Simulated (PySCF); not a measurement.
SMILES C(/C#C)=C/OC at its GFN2-xTB optimised geometry (Å):

```
12

C      1.1182     1.7863    -0.0085
C      1.2188     0.5884    -0.0054
C      1.4616    -0.7995    -0.0018
C      0.5772    -1.8032     0.0000
O     -0.7707    -1.8032     0.0000
C     -1.4483    -0.5672     0.0000
H      0.9854     2.8264    -0.0115
H      2.5101    -1.0674    -0.0007
H      0.9311    -2.8264     0.0019
H     -2.5101    -0.8097     0.0045
H     -1.2065     0.0165    -0.8918
H     -1.1999     0.0200     0.8876
```

Calculation: CAM-B3LYP/def2-TZVP (PySCF). Cells within 0.4 Å of a nucleus heavier than hydrogen are left out (blank, or x).

Map of the electrostatic potential (hartree/e), clipped to [-0.08, 0.12] on the plane z = 0.0 Å:

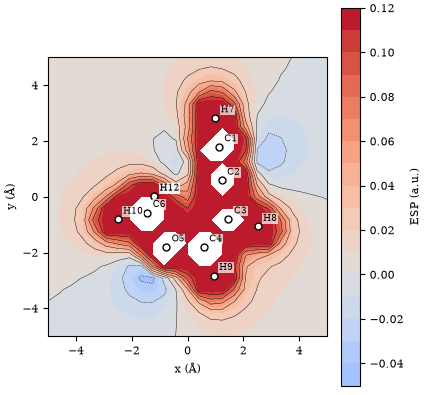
Figure: Electrostatic potential (hartree/e), clipped to [-0.08, 0.12] on the plane z = 0.0 Å.
